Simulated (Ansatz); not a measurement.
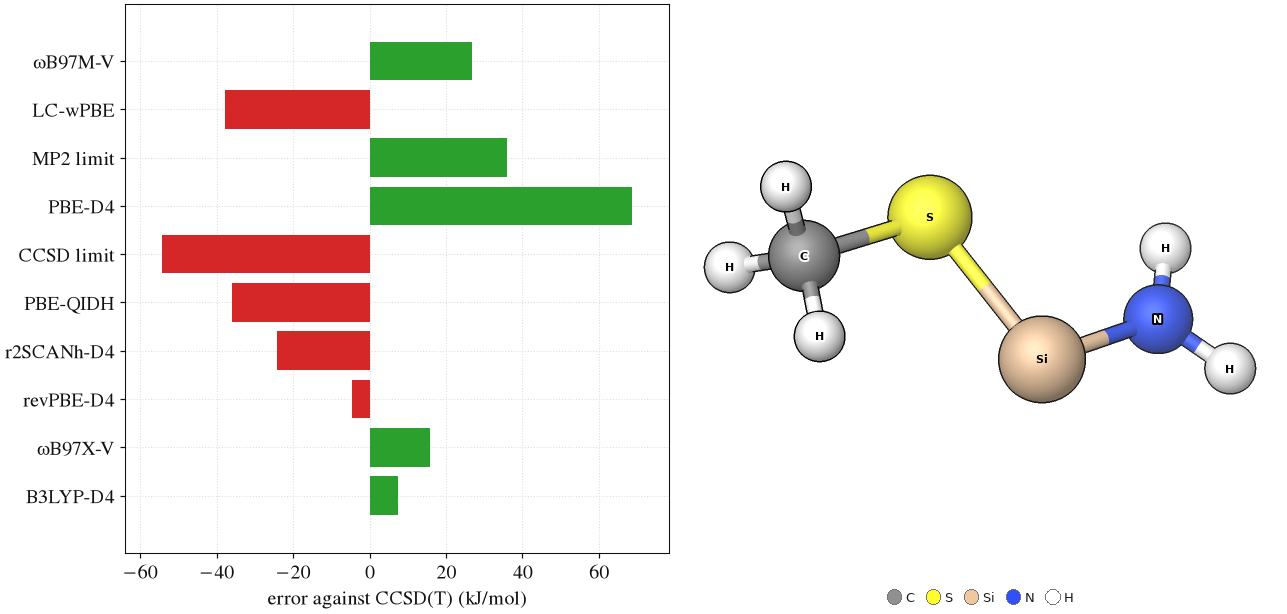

Error in the electronic atomisation energy (method less reference, so positive means overbinding) of CH₅NSSi, SMILES CS[Si]N: functionals in def2-TZVPP against frozen-core CCSD(T) at the limit (MP2 extrapolated from triple and quadruple zeta, plus CCSD(T) less MP2 in a smaller set), which gives 3155.1 kJ/mol, at a PBE0-D4/def2-TZVP geometry (a minimum by its frequencies), no zero-point or spin-orbit term, the Ansatz code. The reference leaves out core correlation, a term that grows with the number of heavy atoms. PBE-QIDH holds a correlation term that converges slowly with the basis, so part of the distance to the limit is basis error. No dispersion term is added to LC-wPBE and PBE-QIDH. Limit means the basis limit.

Question: Which of these levels overbind, and which underbind?

Answer: Overbind: ωB97M-V, MP2 limit and PBE-D4. Underbind: LC-wPBE, CCSD limit, PBE-QIDH and r2SCANh-D4. Within 20 kJ/mol of zero, too close to call in view of what the reference leaves out: revPBE-D4, ωB97X-V and B3LYP-D4.

Question: Give the values.

Answer:
```
     level  kJ/mol
   ωB97M-V    26.9
   LC-wPBE   −37.9
 MP2 limit    35.9
    PBE-D4    68.6
CCSD limit   −54.2
  PBE-QIDH   −35.9
r2SCANh-D4   −24.2
 revPBE-D4    −4.7
   ωB97X-V    15.9
  B3LYP-D4     7.5
```

Limits of at least one run: one conformer of a flexible molecule.
